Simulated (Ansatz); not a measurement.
# MoS2 monolayer (1T): modes against biaxial strain in the plane of the sheet, part 2 of 2

Aim: how do the optical modes of MoS2 monolayer (1T) shift and split under this strain?

Ansatz 0.2.0; DFT PBEsol, scalar-relativistic, plane waves, PAW; PAW set soft_1.

So far. Step 4 (Tight relaxation): The largest force component left is 0.63 meV/Å, within the tolerances set.

## 5. Modes at rest

The force constants come from the linear response of the density to a displacement.

The modes at rest are the reference of the series.

File input.yaml:

```yaml
crystal:
  lattice:
    - [3.112039593, 0.0, 0.0]
    - [-1.5560197965, 2.6951053451, 0.0]
    - [0.0, 0.0, 29.504]
  atoms:
    - { symbol: Mo, position: [0.0, 0.0, 0.3389370933] }
    - { symbol: S, position: [0.3333333333, 0.6666666667, 0.3933825537] }
    - { symbol: S, position: [0.6666666667, 0.3333333333, 0.2844916329] }
  periodic: [true, true, false]
kpoints:
  mp_grid: { grid: [15, 15, 1] }
hamiltonian:
  xc: pbesol
  pseudopotentials: { kind: paw, azcp: { folder: soft_1 }, xc_functional: pbe }
scf:
  occupations: { method: methfessel_paxton, width: 0.2 }
output:
  eigenvalues: true
phonons:
  method: dfpt
```

Launch:

```console
$ ansatz run input.yaml --threads 4 --pin off --max-ram 16384MiB --backend cpu --events-out ev --progress --plain --runs-dir out
```

Numbers of over 12 decimals in the logs are rounded to 6 here.

The log of the run:

```text
Warning: crystal.symmetry: narrowed to the stabiliser of the run's FFT grids — unitary ops 12 → 6. A phonons.method: dfpt run fills in the rows of the dynamical matrix that it does not solve by its symmetry operations, which is exact only for operations that map its FFT grids onto themselves: filled in by any other, the frequencies could depend on the order in which like atoms are typed, or, by more than the grids' own error, on where the crystal sits among the grids' points. Excluded: 6 operations. The run can therefore solve more perturbations, solve them on more k-points, or both, and cost more. [rest of the remark cut]
[...]
Crystal: 3 atoms, lattice volume = 247.458 Å³
Basis set: ecut = 420 eV, 4803 PW (Γ), exchange–correlation on 48×48×400 points (8 copies of the dense FFT grid, shifted against one another)
Bands: 17, of which v1, the nominal top of the filled ones, is band 13 counted from 1 (12 counted from 0)
Symmetry: 12 space group operations
k-points: 64 of 225 (irreducible under 2 space group operations, time reversal used)
[...]
SCF iter   1: F=—  HF=-6670.801500 eV  |F-HF|=—  |Δ(HF+E_count)|=         —  Δρ=4.09e-2  dr2=6.62e0  ethr=3.10e-3  ⟨swp⟩=15.7  Hψ=11784  notcnv=0
[...]
SCF iter  11: F=-6669.320290 eV  HF=-6669.320290 eV  |F-HF|=4.91e-11  |Δ(HF+E_count)|=   1.01e-9  S|Δr|=    0.00e0  Δρ=3.79e-8  dr2=4.25e-12  ethr=1.00e-12  ⟨swp⟩=16.0  Hψ=10370  notcnv=0
SCF 1 converged in 11 iterations: F = -6669.320290 eV  dr2 = 4.25e-12
[...]
DFPT response loops at Γ: preconditioner auto → none (partly filled bands, converged f_vac=0.759); β = 0.50; Broyden in place of MSR1
SCF converged after 11 iterations
[...]
Free energy (F): -6669.320290 eV
[...]
Internal energy: -6669.318805 eV  (E = F + TS)
E sigma→0 (E₀):  -6669.319918 eV
Entropy (-TS):   -0.001484 eV (-0.495 meV/atom)
Fermi energy:    -5.077090 eV
[...]
--- Band table (eV; the first three rows and the last of 64) ---
  k-point 0: bands = [... 9 lower, -8.2940, -6.3324, -5.9751, -5.9751, -5.0730, -5.0730, -1.7853, -1.7853]
  k-point 1: bands = [... 9 lower, -7.9684, -6.4914, -6.2367, -6.2218, -4.9888, -4.8312, -2.0512, -1.8276]
  k-point 2: bands = [... 9 lower, -7.7772, -7.2306, -6.6420, -6.2977, -4.8713, -4.4808, -2.5299, -1.8981]
  k-point 63: bands = [... 9 lower, -9.3048, -9.0517, -8.0452, -5.4641, -4.9248, -3.2003, -2.9288, -0.9854]
--- Phonons (Γ-DFPT): 6 representative perturbations + reference, on 64 of 225 k-points (Σ response iterations 32) ---
  ASR residual: 1.591e-4 → 0.000e0 eV/Å²; symmetrization residual: 1.290e-5 eV/Å²
  The last average, over the group as it would stand without the narrowing to the FFT grids, took up to 4.375e-7 eV/Å² of the zone centre's force constants
  ASR residual per site (eV/Å²): 1.59e-4 2.25e-5 2.24e-5
  Γ frequencies (cm⁻¹): 0.00 0.00 0.00 241.89 241.89 263.08 263.08 363.68 401.35
  non-analytic LO–TO correction: not included (Born effective charges unavailable; polar crystals: no LO–TO splitting at Γ)
```

It took 50 s on 4 threads of Arm Neoverse V2, shared host; peak memory 1.2 GiB; 3.2 min of CPU time.

The column dr2 measures how far the density is from self-consistency, as an energy; F and HF (Harris–Foulkes) agree once it is small.

Numbers from this step:

```yaml
sum_rule_residual_before_enforcement: 1.59e-4 eV/Å²
point_group: -3m
highest_optical_mode_at_the_zone_centre_no_lo_to_term: 401.4 cm⁻¹
lowest_optical_zone_centre_mode: 241.9 cm⁻¹
```

Patterns of degenerate modes are one choice out of their space. The modes at Γ (shares of kinetic energy by element, %):

```csv
mode,frequency (cm⁻¹),symmetry,Mo %,S %
1,0.0,acoustic,60,40
2,0.0,acoustic,60,40
3,0.0,acoustic,60,40
4,241.9,Eu,40,60
5,241.9,Eu,40,60
6,263.1,Eg,0,100
7,263.1,Eg,0,100
8,363.7,A1g,0,100
9,401.4,A2u,40,60
```

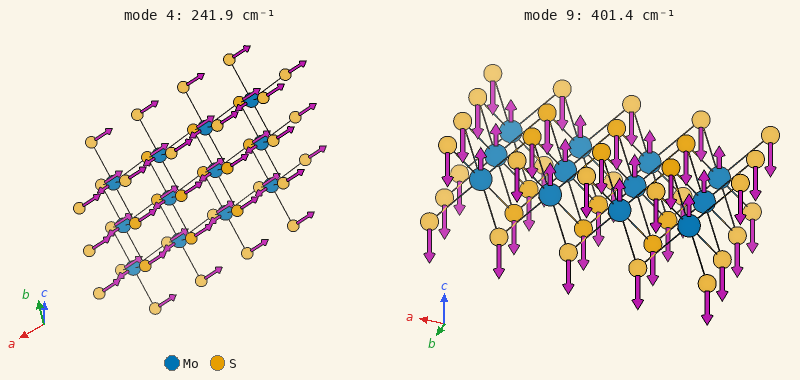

Displacement patterns of modes 4 and 9 at Γ; arrows are exaggerated. 3×2×1 cells are drawn. Some periodic images of atoms are drawn too.

Before it was imposed, the acoustic sum rule was missed by 1.6e-4 eV/Å². Small misses are needed for a sound result but don't prove that mesh and cutoff are converged. The lowest optical mode is real, 242 cm⁻¹.

## 6. A member of the series: biaxial strain of +5 % in the plane of the sheet

The cell takes a biaxial strain of +5 % in the plane of the sheet. The cell is held, and the atoms relax in it.

input.yaml, the sections that differ from step 5:

```yaml
crystal:
  lattice:
    - [3.2676415726, 0.0, 0.0]
    - [-1.6338207863, 2.8298606123, 0.0]
    - [0.0, 0.0, 29.504]
  atoms:
    - { symbol: Mo, position: [0.0, 0.0, 0.3389370933] }
    - { symbol: S, position: [0.3333333333, 0.6666666667, 0.3910128549] }
    - { symbol: S, position: [0.6666666667, 0.3333333333, 0.2868613317] }
  periodic: [true, true, false]
output:
  forces: true
  stress: true
  eigenvalues: true
relax:
  adjacent_minimum: "off"
  f_tol: 0.001
  max_steps: 60
# kpoints, hamiltonian, scf: as in step 5
# phonons: removed
```

The log of the run:

```text
[...]
--- Relaxed structure (4 steps of the walk, 4 accepted, 0 SCFs on fresh bases) ---
  F+E_penalty+E_count = -6669.21757570 eV   max|allowed force component| = 3.409e-4 eV/Å
  cell:  # Å, volume = 272.8226 Å³
    - [3.267642, 0.0, 0.0]
    - [-1.633821, 2.829861, 0.0]
    - [0.0, 0.0, 29.504]
  atoms:
    - { symbol: Mo, position: [0, 0, 0.338937] }
    - { symbol: S, position: [0.333333, 0.666667, 0.390460] }
    - { symbol: S, position: [0.666667, 0.333333, 0.287414] }
[key lines of the parts left out:]
SCF converged after 3 iterations
Free energy (F): -6669.217576 eV
Fermi energy:    -5.155292 eV
P = ½ c Tr σ = -3.7754 N/m
```

It took 7.5 s on 4 threads; peak memory 0.57 GiB; 28 s of CPU time.

Step by step:

```csv
step,energy less that of the first step (eV),largest force component (eV/Å)
1,0.0000,0.2367
2,-0.0035,0.0789
3,-0.0039,0.0004
4,-0.0039,0.0003
```

The run keeps the 12 symmetry operations that it works with, so distortions that break them were not tested.

The atoms that moved most (Å):

```csv
atom,dx,dy,dz,length
S2,0.000,0.000,-0.016,0.016
S3,0.000,0.000,0.016,0.016
```

Final coordinates:

```xyz
3
Lattice="3.2676 0.0000 0.0000 -1.6338 2.8299 0.0000 0.0000 0.0000 29.5040" Properties=species:S:1:pos:R:3
Mo    0.0000    0.0000   10.0000
S     0.0000    1.8866   11.5201
S     1.6338    0.9433    8.4799
```

This step gave:

* area per atom: 3.082 Å²

The largest force component left is 0.34 meV/Å.

## 7. Zone-centre modes of the member: biaxial strain of +5 % in the plane of the sheet

The zone-centre modes follow for biaxial strain of +5 % in the plane of the sheet.

input.yaml, the sections that differ from step 6:

```yaml
crystal:
  lattice:
    - [3.2676415726, 0.0, 0.0]
    - [-1.6338207863, 2.8298606123, 0.0]
    - [0.0, 0.0, 29.504]
  atoms:
    - { symbol: Mo, position: [0.0, 0.0, 0.3389370933] }
    - { symbol: S, position: [0.3333333333, 0.6666666667, 0.3904598853] }
    - { symbol: S, position: [0.6666666667, 0.3333333333, 0.2874143013] }
  periodic: [true, true, false]
output:
  eigenvalues: true
phonons:
  method: dfpt
# kpoints, hamiltonian, scf: as in step 6
# relax: removed
```

The log of the run:

```text
[...]
Crystal: 3 atoms, lattice volume = 272.823 Å³
Basis set: ecut = 420 eV, 5439 PW (Γ), exchange–correlation on 48×48×400 points (8 copies of the dense FFT grid, shifted against one another)
Bands: 17, of which v1, the nominal top of the filled ones, is band 13 counted from 1 (12 counted from 0)
Symmetry: 12 space group operations
k-points: 64 of 225 (irreducible under 2 space group operations, time reversal used)
[...]
SCF iter   1: F=—  HF=-6670.921719 eV  |F-HF|=—  |Δ(HF+E_count)|=         —  Δρ=4.10e-2  dr2=7.72e0  ethr=3.10e-3  ⟨swp⟩=15.1  Hψ=11356  notcnv=0
[...]
SCF iter  13: F=-6669.217576 eV  HF=-6669.217576 eV  |F-HF|=2.82e-11  |Δ(HF+E_count)|=  1.32e-10  S|Δr|=    0.00e0  Δρ=3.34e-8  dr2=7.27e-12  ethr=1.00e-12  ⟨swp⟩=15.4  Hψ=9763  notcnv=0
SCF 1 converged in 13 iterations: F = -6669.217576 eV  dr2 = 7.27e-12
[...]
SCF converged after 13 iterations
[...]
Free energy (F): -6669.217576 eV
[...]
Internal energy: -6669.222569 eV  (E = F + TS)
E sigma→0 (E₀):  -6669.218824 eV
Entropy (-TS):   0.004993 eV (1.664 meV/atom)
Fermi energy:    -5.155269 eV
[...]
--- Band table (eV; the first three rows and the last of 64) ---
  k-point 0: bands = [... 9 lower, -7.8536, -6.2243, -6.2243, -5.6955, -5.6468, -5.6468, -1.9174, -1.9174]
  k-point 1: bands = [... 9 lower, -7.6668, -6.6879, -6.5348, -5.8838, -5.3366, -5.2681, -2.1700, -1.9622]
  k-point 2: bands = [... 9 lower, -7.6805, -7.2814, -6.9541, -6.0152, -4.9333, -4.9233, -2.6259, -2.0466]
  k-point 63: bands = [... 9 lower, -9.2824, -9.0093, -7.8977, -5.4804, -4.8733, -3.8915, -2.9079, -1.1893]
[...]
ASR residual: 1.181e-4 → 0.000e0 eV/Å²; symmetrization residual: 7.753e-6 eV/Å²
[...]
ASR residual per site (eV/Å²): 1.18e-4 3.73e-5 3.50e-5
  Γ frequencies (cm⁻¹): 0.00 0.00 0.00 210.05 210.05 259.28 259.28 353.91 391.81
[...]
```

Wall time 58 s (4 threads); peak memory 1.3 GiB; 3.7 min of CPU time.

Numbers from this step:

```
sum-rule residual before enforcement                    : 1.18e-4 eV/Å²
highest optical mode at the zone centre (no LO-TO term) : 391.8 cm⁻¹
lowest optical zone-centre mode                         : 210.1 cm⁻¹
```

Patterns of degenerate modes are one choice out of their space. Modes at Γ, with each element's share of the kinetic energy:

```csv
mode,frequency (cm⁻¹),symmetry,Mo %,S %
1,0.0,acoustic,60,40
2,0.0,acoustic,60,40
3,0.0,acoustic,60,40
4,210.1,Eu,40,60
5,210.1,Eu,40,60
6,259.3,Eg,0,100
7,259.3,Eg,0,100
8,353.9,A1g,0,100
9,391.8,A2u,40,60
```

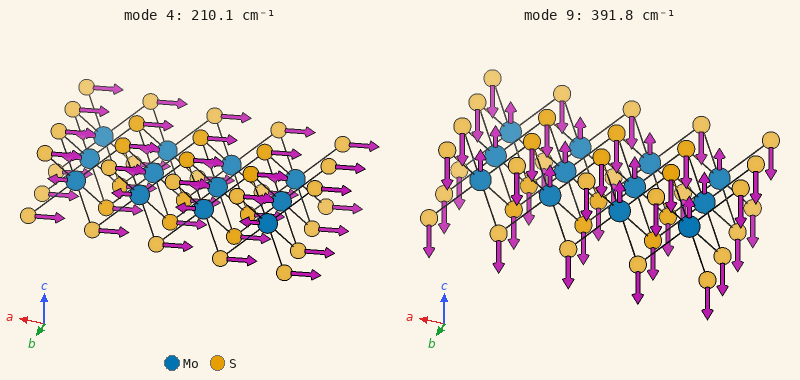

Displacement patterns of modes 4 and 9 at Γ; arrows are exaggerated. 3×2×1 cells are drawn. Some periodic images of atoms are drawn too.

The lowest optical mode is real, 210 cm⁻¹, and the highest lies at 391.8 cm⁻¹.

Between step 5 and this run (strain 5 %) the value for the highest optical mode at the zone centre (no LO-TO term) moves from 401 cm⁻¹ to 392 cm⁻¹ (-2 %).

## 8. A member of the series: biaxial strain of -3 % in the plane of the sheet

The cell takes a biaxial strain of -3 % in the plane of the sheet. The cell is held, and the atoms relax in it.

input.yaml, the sections that differ from step 7:

```yaml
crystal:
  lattice:
    - [3.0186784053, 0.0, 0.0]
    - [-1.5093392026, 2.6142521848, 0.0]
    - [0.0, 0.0, 29.504]
  atoms:
    - { symbol: Mo, position: [0.0, 0.0, 0.3389370933] }
    - { symbol: S, position: [0.3333333333, 0.6666666667, 0.3944079745] }
    - { symbol: S, position: [0.6666666667, 0.3333333333, 0.2834662121] }
  periodic: [true, true, false]
output:
  forces: true
  stress: true
  eigenvalues: true
relax:
  adjacent_minimum: "off"
  f_tol: 0.001
  max_steps: 60
# kpoints, hamiltonian, scf: as in step 7
# phonons: removed
```

The log of the run:

```text
[...]
Crystal: 3 atoms, lattice volume = 232.833 Å³
Basis set: ecut = 420 eV, 4455 PW (Γ), exchange–correlation on 48×48×400 points (8 copies of the dense FFT grid, shifted against one another)
Bands: 17, of which v1, the nominal top of the filled ones, is band 13 counted from 1 (12 counted from 0)
Symmetry: 12 space group operations
[...]
--- Relaxed structure (4 steps of the walk, 4 accepted, 0 SCFs on fresh bases) ---
  F+E_penalty+E_count = -6669.26190810 eV   max|allowed force component| = 1.221e-4 eV/Å
  cell:  # Å, volume = 232.8334 Å³
    - [3.018678, -2.8867600643797863e-11, 0.0]
    - [-1.509339, 2.614252, 0.0]
    - [0.0, 0.0, 29.504]
  atoms:
    - { symbol: Mo, position: [0, 0, 0.338937] }
    - { symbol: S, position: [0.333333, 0.666667, 0.394866] }
    - { symbol: S, position: [0.666667, 0.333333, 0.283009] }
[key lines of the parts left out:]
SCF converged after 4 iterations
Free energy (F): -6669.261908 eV
Fermi energy:    -5.129952 eV
P = ½ c Tr σ = 4.2847 N/m
```

It took 7 s on 4 threads; peak memory 0.54 GiB; 26 s of CPU time.

Step by step:

```csv
step,energy less that of the first step (eV),largest force component (eV/Å)
1,0.0000,0.2438
2,-0.0031,0.0523
3,-0.0033,0.0001
4,-0.0033,0.0001
```

Forces are held to the 12 operations that the run works with; a distortion that breaks them can't arise in this run.

The atoms that moved most (Å):

```csv
atom,dx,dy,dz,length
S2,0.000,0.000,0.013,0.013
S3,0.000,0.000,-0.013,0.013
```

The relaxed structure:

```cif
data_structure
_symmetry_space_group_name_H-M 'P 1'
_symmetry_Int_Tables_number 1
_cell_length_a 3.0187
_cell_length_b 3.0187
_cell_length_c 29.5040
_cell_angle_alpha 90.000
_cell_angle_beta 90.000
_cell_angle_gamma 120.000
_cell_volume 232.83
loop_
_atom_site_label
_atom_site_type_symbol
_atom_site_fract_x
_atom_site_fract_y
_atom_site_fract_z
_atom_site_occupancy
Mo1 Mo 0.00000 0.00000 0.33894 1
S2 S 0.33333 0.66667 0.39487 1
S3 S 0.66667 0.33333 0.28301 1
```

Numbers from this step:

```yaml
area_per_atom: 2.631 Å²
```

The largest force component left is 0.12 meV/Å.

## 9. Modes of this member: biaxial strain of -3 % in the plane of the sheet

The zone-centre modes follow for biaxial strain of -3 % in the plane of the sheet.

input.yaml, the sections that differ from step 8:

```yaml
crystal:
  lattice:
    - [3.0186784053, 0.0, 0.0]
    - [-1.5093392026, 2.6142521848, 0.0]
    - [0.0, 0.0, 29.504]
  atoms:
    - { symbol: Mo, position: [0.0, 0.0, 0.3389370933] }
    - { symbol: S, position: [0.3333333333, 0.6666666667, 0.3948655173] }
    - { symbol: S, position: [0.6666666667, 0.3333333333, 0.2830086693] }
  periodic: [true, true, false]
output:
  eigenvalues: true
phonons:
  method: dfpt
# kpoints, hamiltonian, scf: as in step 8
# relax: removed
```

The log of the run:

```text
[...]
Crystal: 3 atoms, lattice volume = 232.833 Å³
Basis set: ecut = 420 eV, 4455 PW (Γ), exchange–correlation on 48×48×400 points (8 copies of the dense FFT grid, shifted against one another)
Bands: 17, of which v1, the nominal top of the filled ones, is band 13 counted from 1 (12 counted from 0)
Symmetry: 12 space group operations
[...]
k-point 2: bands = [... 9 lower, -7.8400, -7.1097, -6.4834, -6.3879, -4.6816, -4.1153, -2.3757, -1.6913]
  k-point 63: bands = [... 9 lower, -9.2685, -9.0461, -8.0746, -5.4818, -4.9022, -3.0581, -2.5816, -0.8647]
[...]
ASR residual: 9.862e-5 → 0.000e0 eV/Å²; symmetrization residual: 1.391e-5 eV/Å²
[...]
ASR residual per site (eV/Å²): 9.86e-5 6.55e-5 6.41e-5
  Γ frequencies (cm⁻¹): 0.00 0.00 0.00 268.77 268.77 269.21 269.21 388.29 403.12
[...]
[key lines of the parts left out:]
SCF converged after 11 iterations
Free energy (F): -6669.261908 eV
Fermi energy:    -5.129960 eV
```

Elapsed: 53 s, on 4 threads; peak memory 1.2 GiB; 3.4 min of CPU time.

This step gave:

```
sum-rule residual before enforcement                    : 9.86e-5 eV/Å²
highest optical mode at the zone centre (no LO-TO term) : 403.1 cm⁻¹
lowest optical zone-centre mode                         : 268.8 cm⁻¹
```

Patterns of degenerate modes are one choice out of their space. Modes at Γ, with each element's share of the kinetic energy:

```csv
mode,frequency (cm⁻¹),symmetry,Mo %,S %
1,0.0,acoustic,60,40
2,0.0,acoustic,60,40
3,0.0,acoustic,60,40
4,268.8,Eu,40,60
5,268.8,Eu,40,60
6,269.2,Eg,0,100
7,269.2,Eg,0,100
8,388.3,A1g,0,100
9,403.1,A2u,40,60
```

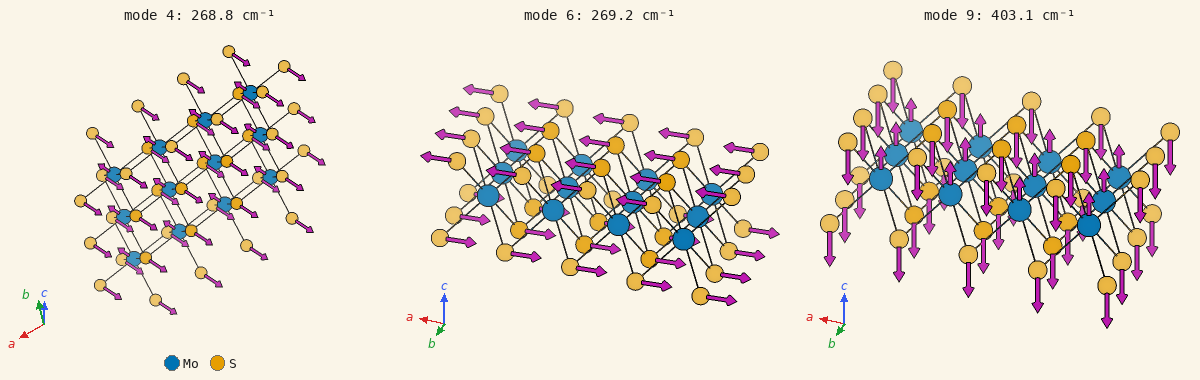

Displacement patterns of modes 4, 6 and 9 at Γ; arrows are exaggerated. 3×2×1 cells are drawn. Some periodic images of atoms are drawn too.

The lowest optical mode is real, 269 cm⁻¹, and the highest lies at 403.1 cm⁻¹.

## 10. The series together

The members are set side by side, also those not shown above.

Energies are extrapolated to zero smearing, and E0 is that at rest; the cell is clamped and the atoms are relaxed; all runs use 15×15×1 k points and Methfessel-Paxton smearing of 0.2 eV. State of the crystal along the series:

```csv
strain (%),E - E0 (meV/atom)
-3,19.21
-2,7.606
-1,1.506
0,0
1,1.567
2,5.63
3,12.17
4,21.45
5,33.7
```

Optical modes are counted from below at rest and tracked from member to member by their patterns, and modes that stay within 0.3 cm⁻¹ of each other stand once; labels, where given, are those at rest; the cell is clamped and the atoms are relaxed; all runs use 15×15×1 k points and Methfessel-Paxton smearing of 0.2 eV. Optical modes along the series:

```csv
strain (%),optical mode 1 Eu (cm⁻¹),optical mode 2 Eg (cm⁻¹),optical mode 3 A1g (cm⁻¹),optical mode 4 A2u (cm⁻¹)
-3,268.8,269.2,388.3,403.1
-2,261.7,267.4,384.9,402.3
-1,253.7,265.3,376.1,400.8
0,241.9,263.1,363.7,401.4
1,226,261.2,358.1,402.8
2,217.5,260,356.1,403.2
3,217.5,259.6,356,401.5
4,216.3,259.6,355.7,397.6
5,210.1,259.3,353.9,391.8
```

Value and slope at zero strain of a cubic (a lower polynomial where under five rows exist) through the rows within 2 % of rest. Slopes at rest:

```csv
mode,frequency (cm⁻¹),shift per percent of strain (cm⁻¹)
optical mode 1 Eu,240.9,-14.8
optical mode 2 Eg,263.1,-2.1
optical mode 3 A1g,364.9,-9.55
optical mode 4 A2u,401.4,1.28
```

## 11. Summary of results

| Quantity | Value |
| --- | --- |
| members | 9 |
| highest optical mode at the zone centre (no LO-TO term), at rest | 401.4 cm⁻¹ |
| optical mode 1 Eu, shift per percent | -14.80 cm⁻¹ |
| optical mode 2 Eg, shift per percent | -2.10 cm⁻¹ |
| optical mode 3 A1g, shift per percent | -9.55 cm⁻¹ |
| optical mode 4 A2u, shift per percent | 1.28 cm⁻¹ |

What this shows: Within 2 % of rest several modes bend away from a straight line, so single slopes hold only near rest. These are harmonic frequencies at zero temperature: anharmonic shifts, linewidths and thermal expansion are left out. With no gap, or one that is small against the smearing, the frequencies hang on the k mesh and the smearing, most of all near Kohn anomalies. A semilocal functional can close a gap that the real compound would have, so the metallic treatment may be an artefact of the level. The starting cell was built on a prototype and not taken from a measurement. The PAW files were made for PBE; the program adapts parts of them to the functional of the run, but their partial waves stay those of PBE, an approximation that was not tested in this session. Only the zone centre was solved, so an instability at another wavevector cannot show here.

[Logs are printed without paths, hosts, clocks, repeated set-up lines and the standing remarks that a program may print on its own settings, such as how far it seeks lower states.]

[Hosts, paths, dates, database ids (printed as entryN), source tags and the programs' standing remarks are cut or masked in the printed files.]
